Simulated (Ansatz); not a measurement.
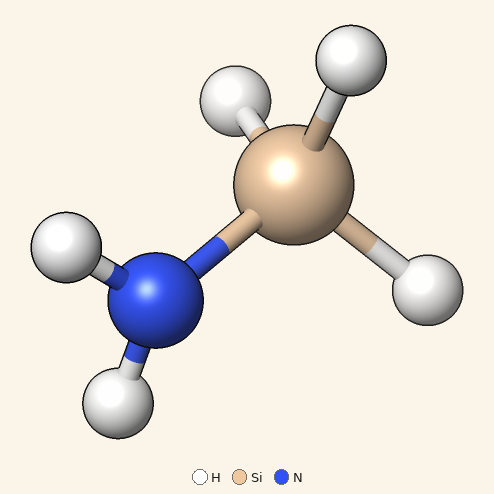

The picture shows a molecular structure as a ball-and-stick model. Every bond is drawn as one stick, whatever its order.

The computed structure is the end point of a PBE0-D4/def2-TZVP optimisation.

Count the atoms of each element.

H₅NSi, 7 atoms: 5 hydrogen, 1 nitrogen and 1 silicon.

How many bonds of each kind are drawn?

3 Si–H, 2 N–H, 1 N–Si. Sticks follow a distance rule.

Which point group does it belong to?

Cs.

How many atoms are distinct by symmetry?

5: 1 H, 1 Si, 1 N, 2 H, 2 H.

More results for the same structure follow; atom numbers are the same in all pictures, views and colours differ.

## Shape

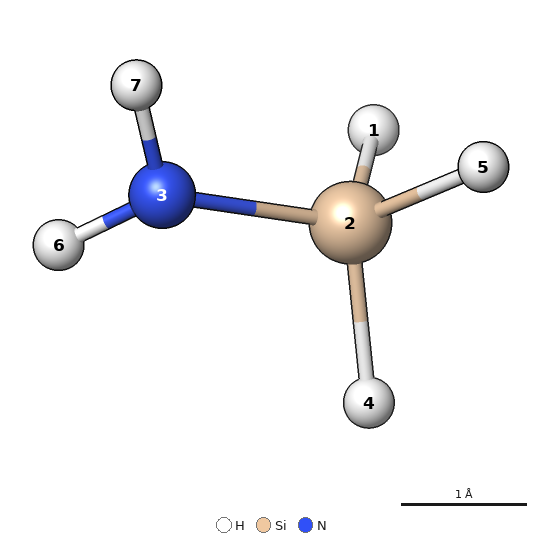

Numbered structure.

List the bonds and their lengths.

```
  bond  length (Å)
H1–Si2       1.494
Si2–N3       1.720
Si2–H4       1.486
Si2–H5       1.486
 N3–H6       1.007
 N3–H7       1.007
```

## Dipole moment

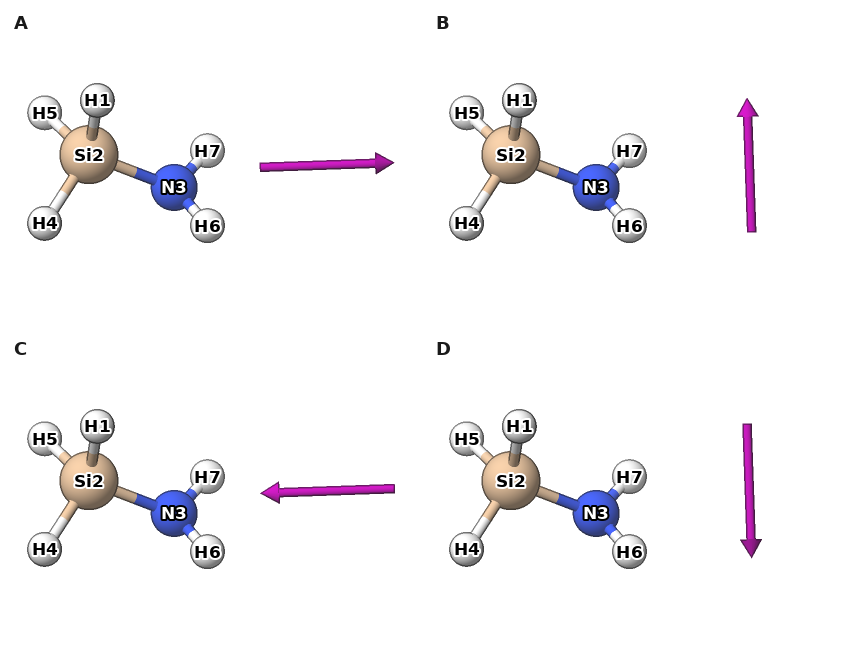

The same molecule four times, each with an arrow. Method: RKS PBE0-D4/def2-TZVP (Ansatz 0.2.0).

Which arrow points along the dipole moment, from the negative to the positive end?

A. The dipole moment is 1.37 D; it points from the side of H4, H5 to the side of H6, H7 (the outermost atoms at the two ends).

## Vibrations

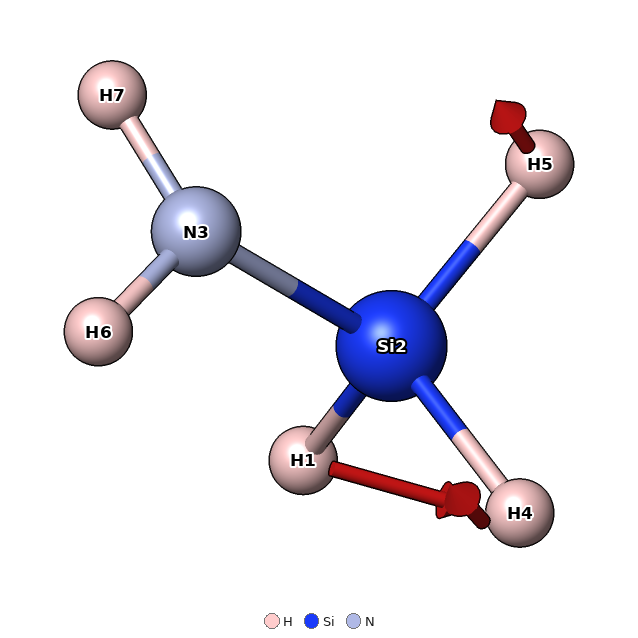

The arrows show one normal mode. Harmonic vibrations computed with RKS PBE0-D4/def2-TZVP (Ansatz 0.2.0) at a stationary point of the same level.

Describe the motion.

Mostly H–Si–N bending.

Estimate its harmonic wavenumber.

701 cm⁻¹; it is mode 4 of 15 counted from the lowest.

## Thermal motion

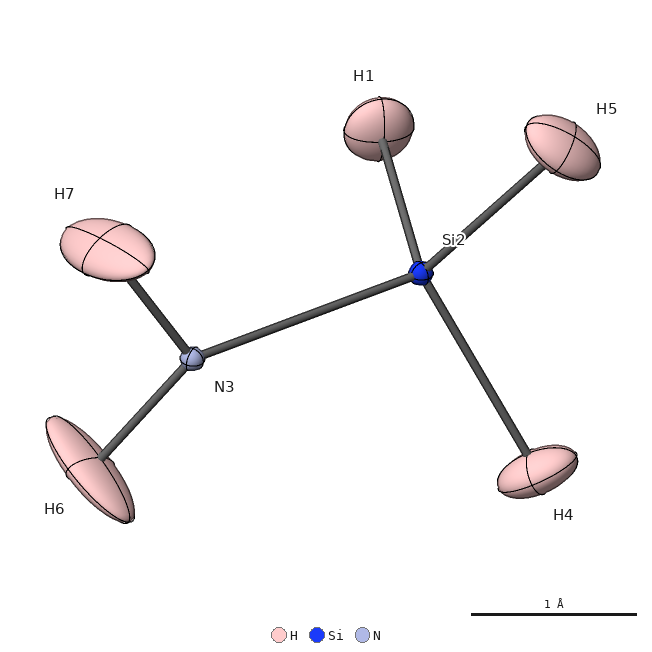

Displacement ellipsoids at the 50 % level, from the internal vibrations of the free molecule (harmonic, no overall translation or rotation; no half-axis is drawn under 0.075 Å). Vibrations computed with RKS PBE0-D4/def2-TZVP (Ansatz 0.2.0). Temperature: 200 K.

Which atom has the largest mean-square displacement?

H6, H7, with U_eq = 0.0349 Å².

Does H7 move more along its bond or across it?

Across it: the root-mean-square amplitude is 0.069 Å along the bond and up to 0.286 Å across, since bending and torsion are softer than stretching.

List U_eq and the three principal root-mean-square amplitudes for each kind of atom.

| atom | U_eq (Å²) | rms amplitudes (Å) |
| --- | --- | --- |
| H1 | 0.0160 | 0.087, 0.140, 0.144 |
| Si2 | 0.00017 | 0.011, 0.011, 0.016 |
| N3 | 0.00066 | 0.019, 0.024, 0.033 |
| H4, H5 | 0.0180 | 0.085, 0.129, 0.173 |
| H6, H7 | 0.0348 | 0.068, 0.135, 0.286 |
